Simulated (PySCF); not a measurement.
## A study: AsH$_{3}$, SMILES `[AsH3]`

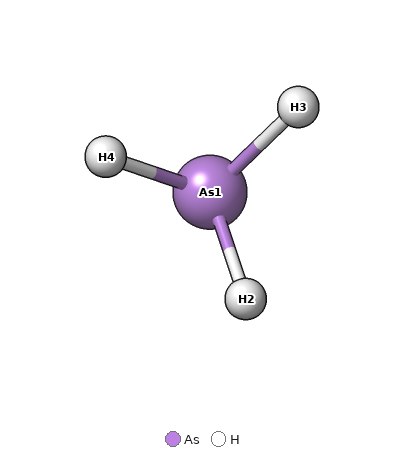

The molecule, with its atoms numbered as below. No frequency check shows the geometry to be a minimum.

Cartesian coordinates (Å):

```
As1     -0.0000    0.0000   -0.0729
H2       0.3144   -1.1723    0.8014
H3       0.8581    0.8579    0.8020
H4      -1.1720    0.3137    0.8022
```

## 1. Bonding charge

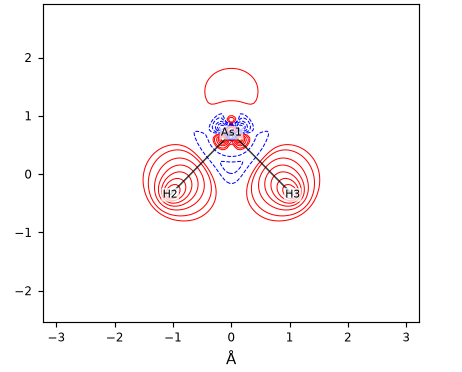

Deformation density (molecule less spherical, spin-averaged free atoms) in the plane of As1, H2 and H3; contours at ±0.05 to ±0.8 e/Å³; solid red lines: gain, dashed blue lines: loss.

Method: PBE0/def2-TZVP; geometry: GFN2-xTB; program: PySCF.

**Describe the bonding that the map shows.**

As1–H2 and As1–H3: +0.26 e/Å³ at the bond critical point (bond length 1.50 Å, Mayer order 1.0). In all, 0.8 electrons gather in the regions of gain relative to the promolecule.

**Where do the Hirshfeld charges lie?**

The highest Hirshfeld charge is on As1 (+0.09 e), the lowest on H2, H3 and H4 (−0.03 e).

## 2. Bond critical points

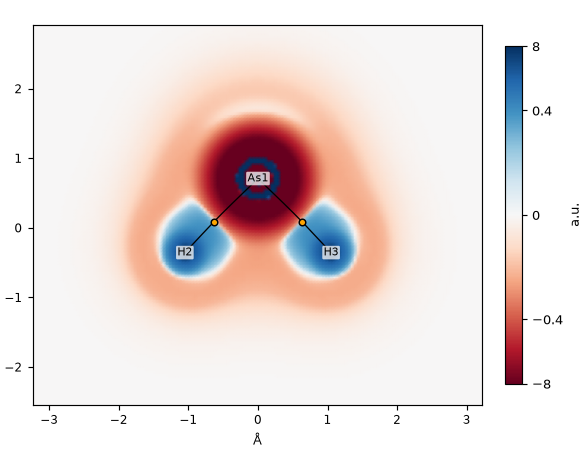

Negative Laplacian of the density (−∇²ρ) in the plane of As1, H2 and H3 (blue positive, red negative, colour scale in a.u., logarithmic beyond ±0.04), with bond paths and bond critical points (dots).

**Sort the bonds in the plane by the sign of ∇²ρ at their critical points.**

Concentrated (∇²ρ < 0): As1–H2 and As1–H3 (−0.10 a.u.). At none is it depleted.

**Where along As1–H2 does the critical point lie?**

0.89 Å from As1 and 0.60 Å from H2.

## 3. Electrostatic potential

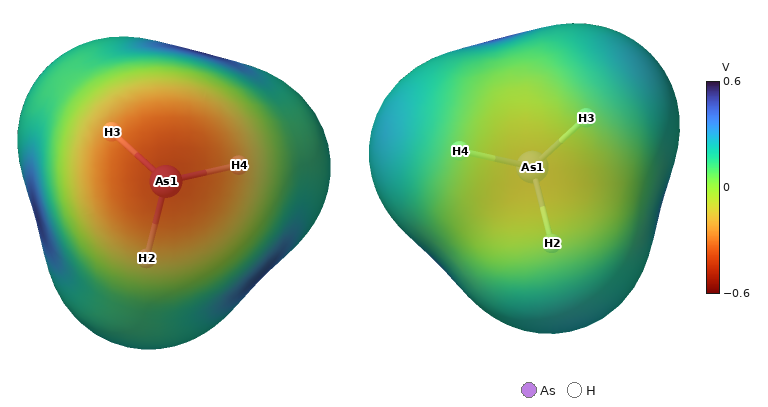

Electrostatic potential on the surface of electron density 0.001 a.u. (back view left, front view right).

**Where are the extremes of the potential on the surface?**

Highest: 0.51 V, near H4 (2.02 Å), H2 (2.10 Å) and As1 (2.14 Å), and at like points elsewhere. Further maxima include 0.29 V, 1.4 Å from H4, and at like points elsewhere. Lowest: −0.49 V, 2.4 Å from As1. Further minima include −0.09 V, about equally far (1.9 Å) from H2, H3 and H4, over As1 (2.4 Å). The surface is sampled at points, so like sites can differ by a few per cent and only the strongest of them is named.

## 4. In an electric field

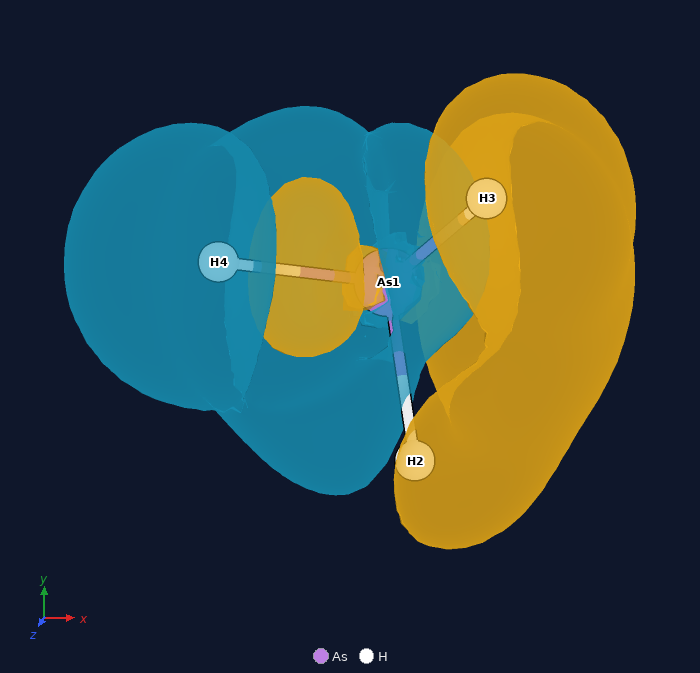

Change of the electron density in a uniform field of 0.21 V/Å, surfaces at ±0.001 e/Å³ (yellow: gain, teal: loss).

Method: PBE0/def2-TZVP; geometry: GFN2-xTB; program: PySCF. A basis without diffuse functions makes polarisabilities too small.

The field was applied in both directions; the picture shows the one opposite to the script's first.

**Along which Cartesian direction does the field point?**

Along −x: electrons gather on the +x side, against the field.

**How large is the response?**

The induced dipole is 0.32 D (along the field); α along this axis, from the fields in both directions, is 31 bohr³ (4.6 Å³).

## 5. Removing or adding an electron

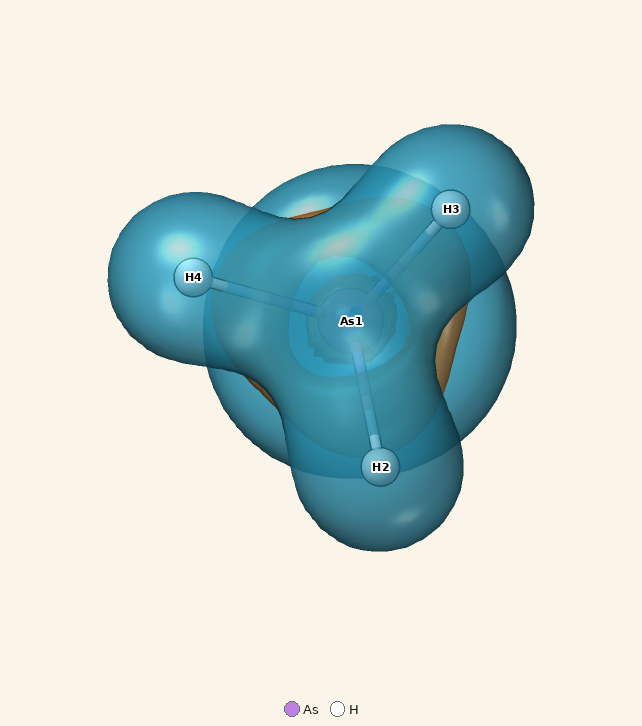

Fukui function f⁻ = ρ(N) − ρ(N−1) at fixed geometry, surfaces at ±0.03 e/Å³ (light blue positive, orange negative).

**Which atoms respond most to the removal of an electron?**

f⁻ (Hirshfeld-condensed) is largest on As1 (0.62); the vertical ionisation energy is 10.58 eV. Condensed values hint at sites of electrophilic attack but needn't mark the atom that reacts. Orbital relaxation makes it negative in places (0.09 e in all).
